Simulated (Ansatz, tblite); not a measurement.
**C₃H₈Si: chosen isomers compared, part 1 of 2**

Aim: relax some chosen isomers of C₃H₈Si, and see how the levels of theory order them.

Method: relaxed with r2SCAN-D4/def2-SVP, singlet; program: Ansatz 0.2.0, Gaussian basis.

2 further runs of the same task are left out: 2 set aside as unsound or not needed.

## Step 1: Starting geometry

12 atoms, charge 0, spin multiplicity 1.

Atoms are counted from 1 here; the program's logs count them from 0.

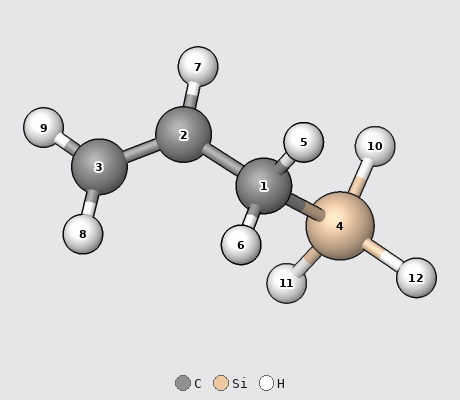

The starting geometry (carbon grey, silicon light orange, hydrogen white); atoms are numbered from 1 in the order of the file.

The isomers as started, chosen beforehand: A: Si(eta1-allyl)H3; B: SiH2Me(vinyl). The structure above is A.

## Step 2: Relaxing candidate A

in.yaml

```yaml
crystal:
  periodic: [false, false, false]
  atoms:
    - {symbol: C, position_ang: [-0.037680, -0.780130, 0.276770]}
    - {symbol: C, position_ang: [0.512320, 0.474370, 0.853800]}
    - {symbol: C, position_ang: [-0.208340, 1.410050, 1.446080]}
    - {symbol: Si, position_ang: [-0.077790, -0.699370, -1.631770]}
    - {symbol: H, position_ang: [0.580060, -1.626500, 0.582530]}
    - {symbol: H, position_ang: [-1.045840, -0.953720, 0.655470]}
    - {symbol: H, position_ang: [1.580530, 0.608920, 0.737790]}
    - {symbol: H, position_ang: [-1.273680, 1.305120, 1.574220]}
    - {symbol: H, position_ang: [0.231000, 2.314180, 1.831670]}
    - {symbol: H, position_ang: [1.287160, -0.550850, -2.141240]}
    - {symbol: H, position_ang: [-0.890090, 0.443740, -2.047810]}
    - {symbol: H, position_ang: [-0.657650, -1.945810, -2.137490]}
basis:
  gaussian: {orbitals: def2-SVP}
hamiltonian: {xc: r2scan, dispersion: d4}
scf: {omitted_lower_state_checks: [starts]}
output: {orbitals: {seedname: orbitals}}
relax: {f_tol: 0.02, max_steps: 100}
```

Started as:

```sh
ansatz run in.yaml --threads 2 --pin off --events-out ev --progress --plain --max-ram 4352MiB
```

What it wrote, shortened:

```text
Functional definition: r2SCAN
  name "r2SCAN"
  cite "Furness, Kaplan, Ning, Perdew & Sun, J. Phys. Chem. Lett. 11, 8208 (2020) doi:10.1021/acs.jpclett.0c02405"
  cite "Furness, Kaplan, Ning, Perdew & Sun, J. Phys. Chem. Lett. 11, 9248 (2020) doi:10.1021/acs.jpclett.0c03077"
  parent r2scan
[...]
1134 factors; their error is unknown
[...]
mean field -11110.57862005 eV, -408.3062332660 hartree, gradient 2.1e-5 eV, S^2 0.000000; 0 other end points of the search recorded, 0 dependent functions left out
[...]
reference -11110.57863067 eV, -408.3062336563 hartree; 20, 20 occupied and 80, 80 virtual orbitals, 1134 factors
relax step   1: F+E_penalty+E_count = -11110.63569988 eV  Δ(F+E_penalty+E_count) = +0.000e0 eV  max|allowed force component| = 9.121e-1 eV/Å  Δτ_max = 0.0000 Å  (26 SCF iters, accepted)
[...]
relax step   7: F+E_penalty+E_count = -11110.71110125 eV  Δ(F+E_penalty+E_count) = -2.580e-4 eV  max|allowed force component| = 3.273e-2 eV/Å  Δτ_max = 0.0145 Å  (29 SCF iters, accepted)
[...]
relax step   8: F+E_penalty+E_count = -11110.71128006 eV  Δ(F+E_penalty+E_count) = -1.788e-4 eV  max|allowed force component| = 8.390e-3 eV/Å  Δτ_max = 0.0242 Å  (30 SCF iters, accepted)
[...]
1134 factors; their error is unknown
mean field -11110.65449394 eV, -408.3090215801 hartree, gradient 2.7e-5 eV, S^2 0.000000; 0 other end points of the search recorded, 0 dependent functions left out
[...]
reference -11110.65450464 eV, -408.3090219734 hartree; 20, 20 occupied and 80, 80 virtual orbitals, 1134 factors
Total energy: -11110.71129076 eV, -408.3111088249 hartree
Atom 0 at    -0.062699    -0.774548     0.272663 Å, force     0.000416     0.001051    -0.006982 eV/Å
Atom 1 at     0.511669     0.472768     0.866205 Å, force    -0.000796    -0.003717     0.003764 eV/Å
Atom 2 at    -0.186615     1.437413     1.479466 Å, force    -0.001668    -0.008390    -0.001190 eV/Å
Atom 3 at    -0.079624    -0.719117    -1.624637 Å, force     0.002120     0.003518    -0.003417 eV/Å
Atom 4 at     0.527459    -1.661465     0.567833 Å, force     0.002247     0.000448     0.002849 eV/Å
Atom 5 at    -1.097116    -0.940444     0.620804 Å, force    -0.002552    -0.000854     0.001748 eV/Å
Atom 6 at     1.596958     0.603542     0.749153 Å, force     0.004237    -0.001293    -0.001902 eV/Å
Atom 7 at    -1.270851     1.357889     1.619474 Å, force    -0.001657     0.002186    -0.001482 eV/Å
Atom 8 at     0.303017     2.336195     1.864123 Å, force     0.001252     0.007970     0.000661 eV/Å
Atom 9 at     1.299628    -0.459474    -2.140715 Å, force    -0.007377    -0.001684     0.003420 eV/Å
Atom 10 at    -0.982792     0.371787    -2.098520 Å, force     0.001569    -0.003130     0.001897 eV/Å
Atom 11 at    -0.559032    -2.024545    -2.175828 Å, force     0.002210     0.003895     0.000634 eV/Å
Dipole moment:     0.006423    -0.071805     0.081403 e Å
Checks for a lower state left out: starts
```

Wall time 25 s (2 threads of Arm Neoverse V1, shared host).

The steps of the relaxation:

```tsv
step	energy from step 1 (eV)	largest force component (eV/Å)
1	0.0000	0.9121
2	-0.0680	0.2643
3	-0.0727	0.0805
4	-0.0718	0.2087
5	-0.0744	0.0588
6	-0.0751	0.0626
7	-0.0754	0.0327
8	-0.0756	0.0084
```

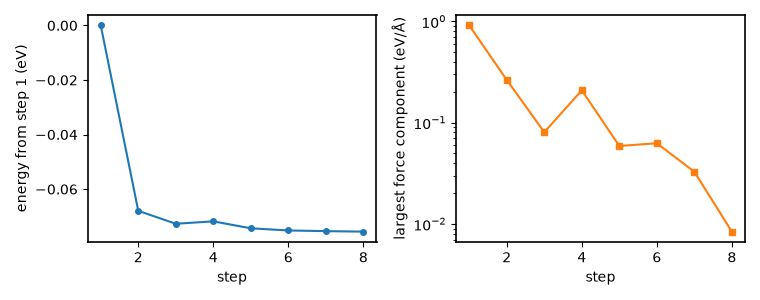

Energy and largest force along the relaxation.

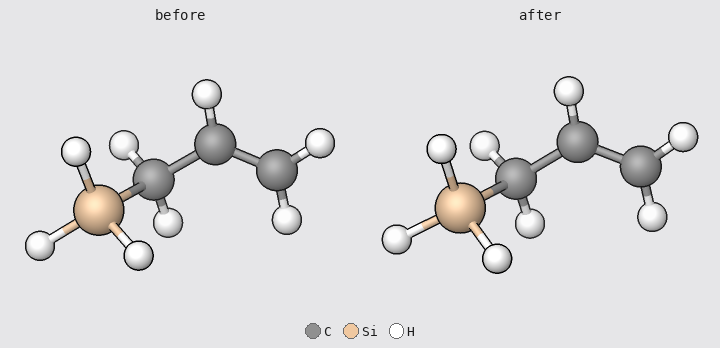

The geometry before (left) and after (right).

Distances of close pairs at the start and the end, largest changes first:

```tsv
bond	before (Å)	after (Å)	change (Å)
Si4–H12	1.465	1.496	+0.031
Si4–H10	1.464	1.495	+0.031
Si4–H11	1.463	1.493	+0.031
C2–C3	1.321	1.339	+0.018
C3–H8	1.078	1.096	+0.018
C3–H9	1.077	1.093	+0.017
C2–H7	1.083	1.099	+0.017
C1–H5	1.092	1.105	+0.014
```

## Step 3: Relaxing candidate B

in.yaml

```yaml
crystal:
  periodic: [false, false, false]
  atoms:
    - {symbol: C, position_ang: [0.043100, 1.896950, -0.416490]}
    - {symbol: C, position_ang: [-0.156100, -1.176600, -0.344720]}
    - {symbol: C, position_ang: [-0.818610, -2.062840, 0.381600]}
    - {symbol: Si, position_ang: [0.770580, 0.313760, 0.342150]}
    - {symbol: H, position_ang: [0.639640, 0.350980, 1.803490]}
    - {symbol: H, position_ang: [2.189700, 0.202550, -0.027920]}
    - {symbol: H, position_ang: [0.583360, 2.775630, -0.076420]}
    - {symbol: H, position_ang: [-1.000790, 2.025800, -0.143440]}
    - {symbol: H, position_ang: [0.098330, 1.878210, -1.501440]}
    - {symbol: H, position_ang: [-0.141440, -1.312530, -1.420730]}
    - {symbol: H, position_ang: [-0.870460, -1.986590, 1.455760]}
    - {symbol: H, position_ang: [-1.337300, -2.905320, -0.051840]}
basis:
  gaussian: {orbitals: def2-SVP}
hamiltonian: {xc: r2scan, dispersion: d4}
scf: {omitted_lower_state_checks: [starts]}
output: {orbitals: {seedname: orbitals}}
relax: {f_tol: 0.02, max_steps: 100}
```

Launched as before.

What it wrote:

```text
Functional definition: r2SCAN
  name "r2SCAN"
  cite "Furness, Kaplan, Ning, Perdew & Sun, J. Phys. Chem. Lett. 11, 8208 (2020) doi:10.1021/acs.jpclett.0c02405"
  cite "Furness, Kaplan, Ning, Perdew & Sun, J. Phys. Chem. Lett. 11, 9248 (2020) doi:10.1021/acs.jpclett.0c03077"
  parent r2scan
  parameter k0 = 0.174
  parameter k1 = 0.065
  parameter a1 = 4.9479
  exchange = r2scan_x(k0 = k0, k1 = k1, a1 = a1)
  correlation = r2scan_c
these checks for a lower state are left out or cut short: starts
1134 factors; their error is unknown
mean field evaluation 1: about -11101.4179 eV, gradient 6.1e1 eV
mean field evaluation 2: about -11095.4884 eV, gradient 7.4e1 eV
mean field evaluation 4: about -11110.9176 eV, gradient 3.3e0 eV
mean field evaluation 8: about -11110.9480 eV, gradient 1.7e-1 eV
mean field evaluation 16: about -11110.8832 eV, gradient 2.2e-4 eV
mean field -11110.88315987 eV, -408.3174248983 hartree, gradient 1.1e-5 eV, S^2 0.000000; 0 other end points of the search recorded, 0 dependent functions left out
the calculation of the forces begins
reference -11110.88317053 eV, -408.3174252899 hartree; 20, 20 occupied and 80, 80 virtual orbitals, 1134 factors
relax step   1: F+E_penalty+E_count = -11110.93848318 eV  Δ(F+E_penalty+E_count) = +0.000e0 eV  max|allowed force component| = 9.067e-1 eV/Å  Δτ_max = 0.0000 Å  (28 SCF iters, accepted)
these checks for a lower state are left out or cut short: starts, cluster_reference, orbital_swaps, neighbouring_geometries, increment
1134 factors; their error is unknown
mean field -11110.94182179 eV, -408.3195806840 hartree, gradient 1.3e-5 eV, S^2 0.000000; 0 other end points of the search recorded, 0 dependent functions left out
the calculation of the forces begins
reference -11110.94183251 eV, -408.3195810780 hartree; 20, 20 occupied and 80, 80 virtual orbitals, 1134 factors
relax step   2: F+E_penalty+E_count = -11110.99702225 eV  Δ(F+E_penalty+E_count) = -5.854e-2 eV  max|allowed force component| = 2.995e-1 eV/Å  Δτ_max = 0.0315 Å  (30 SCF iters, accepted)
these checks for a lower state are left out or cut short: starts, cluster_reference, orbital_swaps, neighbouring_geometries, increment
1134 factors; their error is unknown
mean field evaluation 32: about -11110.9441 eV, gradient 1.2e-5 eV
mean field -11110.94408761 eV, -408.3196639511 hartree, gradient 1.2e-5 eV, S^2 0.000000; 0 other end points of the search recorded, 0 dependent functions left out
the calculation of the forces begins
reference -11110.94409835 eV, -408.3196643459 hartree; 20, 20 occupied and 80, 80 virtual orbitals, 1134 factors
relax step   3: F+E_penalty+E_count = -11110.99937465 eV  Δ(F+E_penalty+E_count) = -2.352e-3 eV  max|allowed force component| = 1.571e-1 eV/Å  Δτ_max = 0.0549 Å  (31 SCF iters, accepted)
these checks for a lower state are left out or cut short: starts, cluster_reference, orbital_swaps, neighbouring_geometries, increment
1134 factors; their error is unknown
mean field -11110.94333842 eV, -408.3196364190 hartree, gradient 1.5e-5 eV, S^2 0.000000; 0 other end points of the search recorded, 0 dependent functions left out
the calculation of the forces begins
reference -11110.94334914 eV, -408.3196368131 hartree; 20, 20 occupied and 80, 80 virtual orbitals, 1134 factors
relax step   4: F+E_penalty+E_count = -11110.99863547 eV  Δ(F+E_penalty+E_count) = +7.392e-4 eV  max|allowed force component| = 1.179e-1 eV/Å  Δτ_max = 0.1076 Å  (29 SCF iters, rejected (line search))
these checks for a lower state are left out or cut short: starts, cluster_reference, orbital_swaps, neighbouring_geometries, increment
1134 factors; their error is unknown
mean field -11110.94758983 eV, -408.3197926554 hartree, gradient 1.3e-5 eV, S^2 0.000000; 0 other end points of the search recorded, 0 dependent functions left out
the calculation of the forces begins
reference -11110.94760057 eV, -408.3197930501 hartree; 20, 20 occupied and 80, 80 virtual orbitals, 1134 factors
relax step   5: F+E_penalty+E_count = -11111.00287263 eV  Δ(F+E_penalty+E_count) = -3.498e-3 eV  max|allowed force component| = 9.527e-2 eV/Å  Δτ_max = 0.0385 Å  (30 SCF iters, accepted)
these checks for a lower state are left out or cut short: starts, cluster_reference, orbital_swaps, neighbouring_geometries, increment
1134 factors; their error is unknown
mean field -11110.94758243 eV, -408.3197923836 hartree, gradient 1.2e-5 eV, S^2 0.000000; 0 other end points of the search recorded, 0 dependent functions left out
the calculation of the forces begins
reference -11110.94759317 eV, -408.3197927784 hartree; 20, 20 occupied and 80, 80 virtual orbitals, 1134 factors
relax step   6: F+E_penalty+E_count = -11111.00281997 eV  Δ(F+E_penalty+E_count) = +5.266e-5 eV  max|allowed force component| = 7.580e-2 eV/Å  Δτ_max = 0.0354 Å  (29 SCF iters, rejected (line search))
these checks for a lower state are left out or cut short: starts, cluster_reference, orbital_swaps, neighbouring_geometries, increment
1134 factors; their error is unknown
mean field -11110.94829729 eV, -408.3198186541 hartree, gradient 1.3e-5 eV, S^2 0.000000; 0 other end points of the search recorded, 0 dependent functions left out
the calculation of the forces begins
reference -11110.94830803 eV, -408.3198190488 hartree; 20, 20 occupied and 80, 80 virtual orbitals, 1134 factors
relax step   7: F+E_penalty+E_count = -11111.00357233 eV  Δ(F+E_penalty+E_count) = -6.997e-4 eV  max|allowed force component| = 1.839e-2 eV/Å  Δτ_max = 0.0172 Å  (30 SCF iters, accepted)
these checks for a lower state are left out or cut short: starts
1134 factors; their error is unknown
mean field -11110.94829729 eV, -408.3198186541 hartree, gradient 1.6e-5 eV, S^2 0.000000; 0 other end points of the search recorded, 0 dependent functions left out
the calculation of the forces begins
reference -11110.94830803 eV, -408.3198190488 hartree; 20, 20 occupied and 80, 80 virtual orbitals, 1134 factors
Total energy: -11111.00358307 eV, -408.3218503691 hartree
Atom 0 at     0.045953     1.908539    -0.409838 Å, force    -0.002249    -0.004227     0.005193 eV/Å
Atom 1 at    -0.143848    -1.187137    -0.364415 Å, force    -0.004489     0.008881     0.004600 eV/Å
Atom 2 at    -0.823620    -2.059652     0.396400 Å, force    -0.006693    -0.018395     0.012610 eV/Å
Atom 3 at     0.750660     0.316371     0.303386 Å, force     0.013025    -0.000335     0.005324 eV/Å
Atom 4 at     0.623830     0.309202     1.794726 Å, force    -0.002576    -0.002919     0.002873 eV/Å
Atom 5 at     2.205173     0.232150    -0.047481 Å, force     0.003037     0.000344    -0.001509 eV/Å
Atom 6 at     0.593810     2.787554    -0.034237 Å, force     0.000760    -0.004210     0.001736 eV/Å
Atom 7 at    -1.014847     2.023829    -0.137006 Å, force    -0.005591     0.002054    -0.005620 eV/Å
Atom 8 at     0.116573     1.912649    -1.509369 Å, force    -0.001148     0.000623    -0.004125 eV/Å
Atom 9 at    -0.121704    -1.368760    -1.449815 Å, force    -0.004545    -0.003655    -0.013627 eV/Å
Atom 10 at    -0.887317    -1.947405     1.486463 Å, force    -0.001768     0.005175    -0.009664 eV/Å
Atom 11 at    -1.344654    -2.927339    -0.028814 Å, force     0.012237     0.016663     0.002208 eV/Å
Dipole moment:    -0.128745     0.027689    -0.089298 e Å
Checks for a lower state left out: starts
```

Run time: 22 s. Hardware: 2 threads of Arm Neoverse V1, shared host.

Along the way:

```tsv
step	energy from step 1 (eV)	largest force component (eV/Å)
1	0.0000	0.9067
2	-0.0585	0.2995
3	-0.0609	0.1571
4	-0.0602	0.1179
5	-0.0644	0.0953
6	-0.0643	0.0758
7	-0.0651	0.0184
```

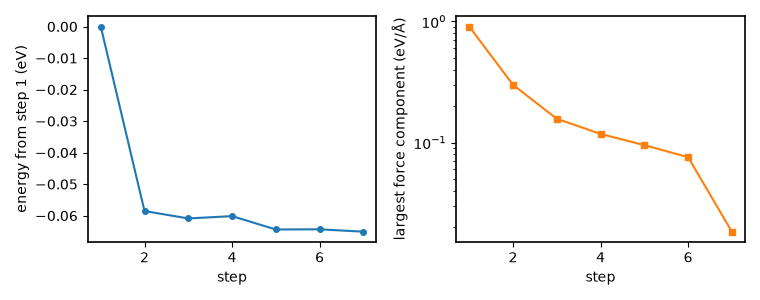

Energy and largest force along the relaxation.

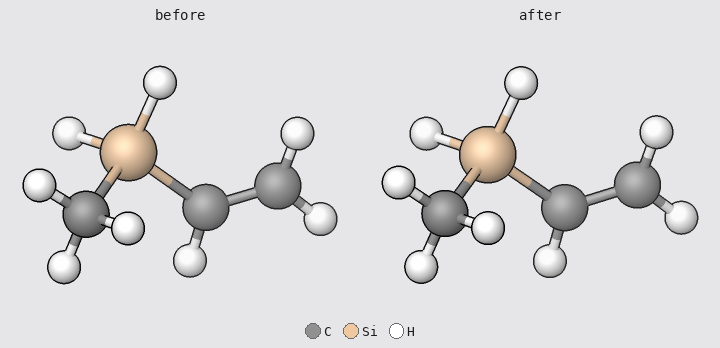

The geometry before (left) and after (right).

Distances of close pairs at the start and the end, largest changes first:

```tsv
bond	before (Å)	after (Å)	change (Å)
Si4–H5	1.468	1.497	+0.029
Si4–H6	1.471	1.499	+0.028
C3–H11	1.078	1.098	+0.020
C2–C3	1.324	1.342	+0.019
C1–Si4	1.900	1.882	-0.019
C3–H12	1.080	1.098	+0.018
C2–H10	1.085	1.101	+0.016
C1–H7	1.086	1.102	+0.016
```

## Step 4: The relaxed candidates

```tsv
candidate	point group	bonds (count, mean Å)	energy above the lowest (eV)
A	C1	C–C 2, 1.42; C–Si 1, 1.90; C–H 5, 1.10; H–Si 3, 1.49	0.292
B	C1	C–Si 2, 1.88; C–C 1, 1.34; C–H 6, 1.10; H–Si 2, 1.50	0.000
```

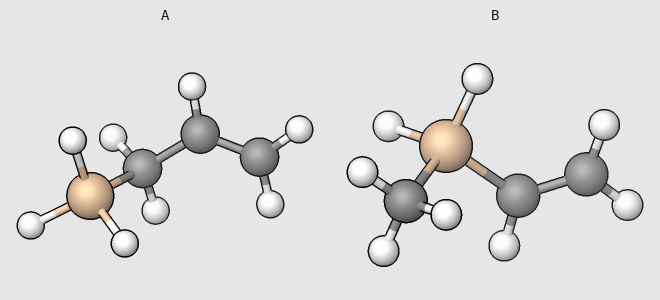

The candidates after relaxation.

## Step 5: Candidate A, first pass, PBE0-D4/def2-SVP

start.molden holds the orbitals of an earlier run on this state, given as this run's starting guess.

in.yaml

```yaml
crystal:
  periodic: [false, false, false]
  atoms:
    - {symbol: C, position_ang: [-0.062699, -0.774548, 0.272663]}
    - {symbol: C, position_ang: [0.511669, 0.472768, 0.866205]}
    - {symbol: C, position_ang: [-0.186615, 1.437413, 1.479466]}
    - {symbol: Si, position_ang: [-0.079624, -0.719117, -1.624637]}
    - {symbol: H, position_ang: [0.527459, -1.661465, 0.567833]}
    - {symbol: H, position_ang: [-1.097116, -0.940444, 0.620804]}
    - {symbol: H, position_ang: [1.596958, 0.603542, 0.749153]}
    - {symbol: H, position_ang: [-1.270851, 1.357889, 1.619474]}
    - {symbol: H, position_ang: [0.303017, 2.336195, 1.864123]}
    - {symbol: H, position_ang: [1.299628, -0.459474, -2.140715]}
    - {symbol: H, position_ang: [-0.982792, 0.371787, -2.098520]}
    - {symbol: H, position_ang: [-0.559032, -2.024545, -2.175828]}
basis:
  gaussian: {orbitals: def2-SVP, initial_orbitals: start.molden}
hamiltonian: {xc: pbe0, dispersion: d4}
output: {orbitals: {seedname: orbitals}}
```

The command is unchanged.

What it wrote:

```text
Functional definition: PBE0
  name "PBE0"
  cite "Adamo & Barone, J. Chem. Phys. 110, 6158 (1999) doi:10.1063/1.478522"
  cite "Perdew, Burke & Ernzerhof, Phys. Rev. Lett. 77, 3865 (1996) doi:10.1103/PhysRevLett.77.3865"
  parent pbe
  parameter a = 0.25
  parameter kappa = 0.804
  parameter beta = 0.06672455060314922
  exchange = (1 - a)*pbe_x(kappa = kappa, mu = beta*pi^2/3) + a*exact_x
  correlation = pbe_c(beta = beta)
1134 factors; their error is unknown
mean field evaluation 1: about -10939.3139 eV, gradient 1.5e2 eV
mean field evaluation 2: about -10995.8558 eV, gradient 1.0e2 eV
mean field evaluation 4: about -11098.6633 eV, gradient 2.9e1 eV
mean field evaluation 8: about -11106.1631 eV, gradient 5.7e-4 eV
mean field evaluation 16: about -11106.1294 eV, gradient 5.5e-1 eV
mean field -11106.16305256 eV, -408.1439641538 hartree, gradient 2.1e-5 eV, S^2 0.000000; 1 other end points of the search recorded, 0 dependent functions left out
reference -11106.16308082 eV, -408.1439651925 hartree; 20, 20 occupied and 80, 80 virtual orbitals, 1134 factors
Total energy: -11106.35239573 eV, -408.1509223871 hartree
```

Wall time 2.4 s (2 threads of Arm Neoverse V1, shared host).

From the report: HOMO -7.13 eV, LUMO 0.28 eV.

## Step 6: Candidate A, GFN1-xTB

Tight binding, by tblite at 300 K electronic temperature and without a spin-polarisation term:

```python
tblite.interface.Calculator('GFN1-xTB', numbers, positions, charge=0, uhf=0).singlepoint()
```

Energy -339.4517 eV, HOMO -11.36 eV, LUMO -6.63 eV; 0.006 s.

## Step 7: Candidate A, GFN2-xTB

Tight binding, by tblite at 300 K electronic temperature and without a spin-polarisation term:

```python
tblite.interface.Calculator('GFN2-xTB', numbers, positions, charge=0, uhf=0).singlepoint()
```

Energy -331.6263 eV, HOMO -10.30 eV, LUMO -5.63 eV; 0.004 s.

## Step 8: Candidate A, PBE0-D4/def2-TZVP

in.yaml: that of step 5 with these lines changed.

```diff
@@ -16,4 +16,5 @@
 basis:
-  gaussian: {orbitals: def2-SVP, initial_orbitals: start.molden}
+  gaussian: {orbitals: def2-TZVP, initial_orbitals: start.molden}
 hamiltonian: {xc: pbe0, dispersion: d4}
+scf: {omitted_lower_state_checks: [starts]}
 output: {orbitals: {seedname: orbitals}}
```

The command is unchanged.

What it wrote:

```text
Functional definition: PBE0
  name "PBE0"
  cite "Adamo & Barone, J. Chem. Phys. 110, 6158 (1999) doi:10.1063/1.478522"
  cite "Perdew, Burke & Ernzerhof, Phys. Rev. Lett. 77, 3865 (1996) doi:10.1103/PhysRevLett.77.3865"
  parent pbe
  parameter a = 0.25
  parameter kappa = 0.804
  parameter beta = 0.06672455060314922
  exchange = (1 - a)*pbe_x(kappa = kappa, mu = beta*pi^2/3) + a*exact_x
  correlation = pbe_c(beta = beta)
these checks for a lower state are left out or cut short: starts
1160 factors; their error is unknown
mean field evaluation 1: about -11110.2947 eV, gradient 9.9e1 eV
mean field evaluation 2: about -11112.3199 eV, gradient 2.1e0 eV
mean field evaluation 4: about -11112.3532 eV, gradient 4.2e-1 eV
mean field evaluation 8: about -11112.3535 eV, gradient 1.5e-5 eV
mean field -11112.35348581 eV, -408.3714583800 hartree, gradient 1.5e-5 eV, S^2 0.000000; 0 other end points of the search recorded, 0 dependent functions left out
reference -11112.35351966 eV, -408.3714596237 hartree; 20, 20 occupied and 158, 158 virtual orbitals, 1160 factors
Total energy: -11112.54283457 eV, -408.3784168183 hartree
Checks for a lower state left out: starts
```

Wall time 2.9 s (2 threads of Arm Neoverse V1, shared host).

HOMO -7.17 eV, LUMO 0.06 eV.

## Step 9: Candidate A, PBE-D4/def2-TZVP

in.yaml: that of step 8 with these lines changed.

```diff
@@ -17,4 +17,4 @@
   gaussian: {orbitals: def2-TZVP, initial_orbitals: start.molden}
-hamiltonian: {xc: pbe0, dispersion: d4}
+hamiltonian: {xc: pbe, dispersion: d4}
 scf: {omitted_lower_state_checks: [starts]}
-output: {orbitals: {seedname: orbitals}}
+output: {forces: true, orbitals: {seedname: orbitals}}
```

Launched as before.

What it wrote, shortened:

```text
Functional definition: PBE
  name "PBE"
  cite "Perdew, Burke & Ernzerhof, Phys. Rev. Lett. 77, 3865 (1996) doi:10.1103/PhysRevLett.77.3865"
  parent pbe
[...]
1144 factors; their error is unknown
[...]
mean field -11110.98017067 eV, -408.3209899793 hartree, gradient 1.7e-5 eV, S^2 0.000000; 0 other end points of the search recorded, 0 dependent functions left out
[...]
reference -11110.98021667 eV, -408.3209916697 hartree; 20, 20 occupied and 158, 158 virtual orbitals, 1144 factors
Total energy: -11111.20477951 eV, -408.3292442018 hartree
Atom 0 at    -0.062699    -0.774548     0.272663 Å, force    -0.031199    -0.064838     0.097206 eV/Å
Atom 1 at     0.511669     0.472768     0.866205 Å, force     0.040489     0.075922     0.007430 eV/Å
Atom 2 at    -0.186615     1.437413     1.479466 Å, force     0.009265    -0.028557    -0.012136 eV/Å
Atom 3 at    -0.079624    -0.719117    -1.624637 Å, force     0.014279     0.021104     0.019595 eV/Å
Atom 4 at     0.527459    -1.661465     0.567833 Å, force    -0.028943     0.057550    -0.022537 eV/Å
Atom 5 at    -1.097116    -0.940444     0.620804 Å, force     0.059442     0.019535    -0.023844 eV/Å
Atom 6 at     1.596958     0.603542     0.749153 Å, force    -0.100332    -0.020125     0.005193 eV/Å
Atom 7 at    -1.270851     1.357889     1.619474 Å, force     0.100945     0.020772    -0.008509 eV/Å
Atom 8 at     0.303017     2.336195     1.864123 Å, force    -0.059973    -0.077126    -0.032321 eV/Å
Atom 9 at     1.299628    -0.459474    -2.140715 Å, force     0.020114     0.003951    -0.010418 eV/Å
Atom 10 at    -0.982792     0.371787    -2.098520 Å, force    -0.016310     0.018642    -0.006369 eV/Å
Atom 11 at    -0.559032    -2.024545    -2.175828 Å, force    -0.007776    -0.026832    -0.013290 eV/Å
Dipole moment:     0.007714    -0.076467     0.092542 e Å
Checks for a lower state left out: starts
```

It took 2.8 s on 2 threads of Arm Neoverse V1, shared host.

HOMO -6.09 eV, LUMO -0.94 eV.

(Continued in part 2 of 2.)
